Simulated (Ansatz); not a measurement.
The calculation's input:

```
crystal:
  lattice:
    - [2.7698861523, 0.0, 0.0]
    - [0.0, 2.7698861523, 0.0]
    - [0.0, 0.0, 11.9363001852]
  atoms:
    - { symbol: Ir, position: [0.0, 0.5, 0.9233221129] }
    - { symbol: Ir, position: [0.5, 0.0, 0.0766778871] }
    - { symbol: Pt, position: [0.0, 0.5, 0.5856956118] }
    - { symbol: Pt, position: [0.5, 0.0, 0.4143043882] }
    - { symbol: Pt, position: [0.0, 0.5, 0.2419348966] }
    - { symbol: Pt, position: [0.5, 0.0, 0.7580651034] }
basis:
  ecutwfc: 500
kpoints:
  mp_grid: { grid: [12, 12, 4] }
  band_path:
    path:
      - [[0.0, 0.0, 0.0], [0.0, 0.5, 0.0], [0.5, 0.5, 0.0], [0.0, 0.0, 0.0], [0.0, 0.0, 0.5], [0.0, 0.5, 0.5], [0.5, 0.5, 0.5], [0.0, 0.0, 0.5]]
      - [[0.0, 0.5, 0.0], [0.0, 0.5, 0.5]]
      - [[0.5, 0.5, 0.0], [0.5, 0.5, 0.5]]
    npoints: 14
hamiltonian:
  xc: r2scan
scf:
  occupations: { method: gaussian, width: 0.1 }
  n_extra_bands: 15
output:
  forces: true
  stress: true
  eigenvalues: true
  populations: true
  dos: { projected: true, de: 0.02, nscf_kmesh: { grid: [15, 15, 5] } }
  bader: true
  write_density: true
  write_potential: true
  elf: true
  volumetric_format: npy
```

Run with:

```sh
ansatz run input.yaml --threads 1 --pin off --max-ram 2560MiB --backend cpu --events-out ev --progress --plain --runs-dir out
```

Below, planes, directions and counts refer to the conventional cell (a = 2.77 Å, b = 2.77 Å, c = 11.94 Å, α = 90.00°, β = 90.00°, γ = 90.00°).

Space group P4/nmm; a generated structure, not necessarily the stable one; computed pressure about −6 GPa in this cell; computed without spin polarisation.

Computed with DFT r2SCAN, scalar-relativistic, plane waves, PAW in Ansatz.

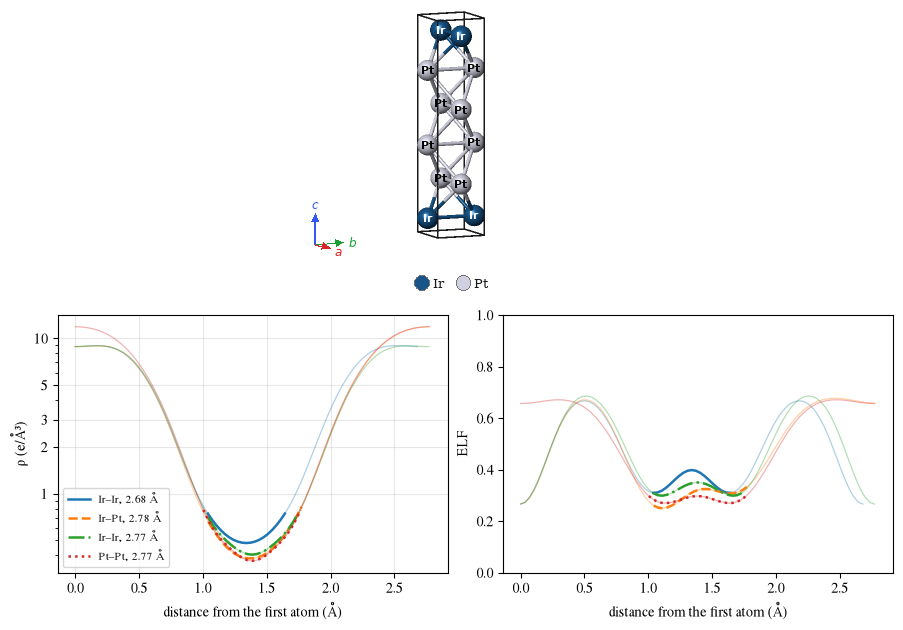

IrPt₂. Valence electron density and ELF along straight lines between neighbouring atoms. Thin, pale parts lie inside the atomic spheres. The structure is drawn too.

The density is the valence pseudo-density of a PAW calculation; it isn't the true density close to the nuclei.

What can be read from the curves?

Answer. Ir–Ir (2.68 Å): the density is about 0.48 e/Å³ at the midpoint; the ELF is about 0.40 at the midpoint.
Ir–Pt (2.78 Å): the density is about 0.38 e/Å³ at the midpoint; the ELF is about 0.30 at the midpoint: no localised pair shows between them.
Ir–Ir (2.77 Å): the density is about 0.4 e/Å³ at the midpoint; the ELF is about 0.35 at the midpoint: no localised pair shows between them.
Pt–Pt (2.77 Å): ρ is about 0.37 e/Å³ halfway; the ELF is about 0.30 at the midpoint: no localised pair shows between them.
